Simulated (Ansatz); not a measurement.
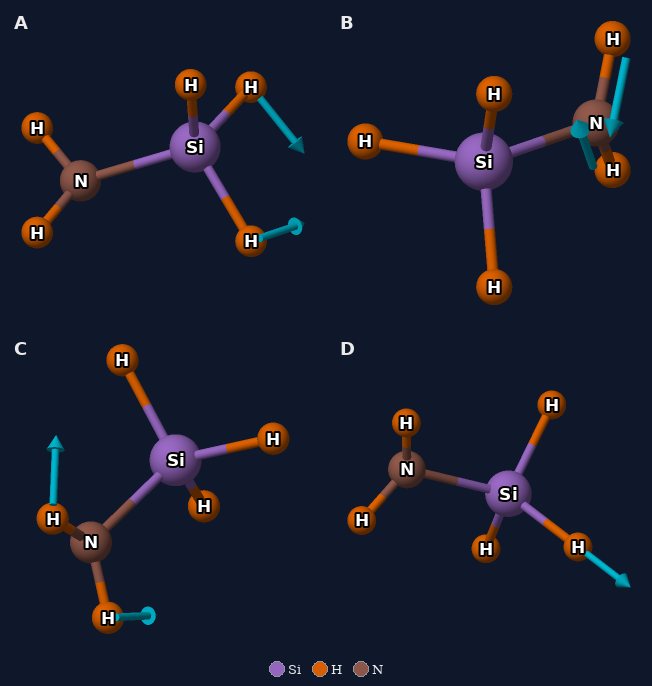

4 normal modes of one molecule or complex, as arrows. Harmonic vibrations computed with RKS PBE0-D4/def2-TZVP (Ansatz 0.2.0) at a stationary point of the same level.

### Match the panels to the wavenumbers 924 cm⁻¹, 1585 cm⁻¹, 2177 cm⁻¹, 3603 cm⁻¹.

A: 924 cm⁻¹, H–Si–H bending
B: 3603 cm⁻¹, in-phase stretching of 2 N–H bonds
C: 1585 cm⁻¹, angle bending
D: 2177 cm⁻¹, Si–H stretching
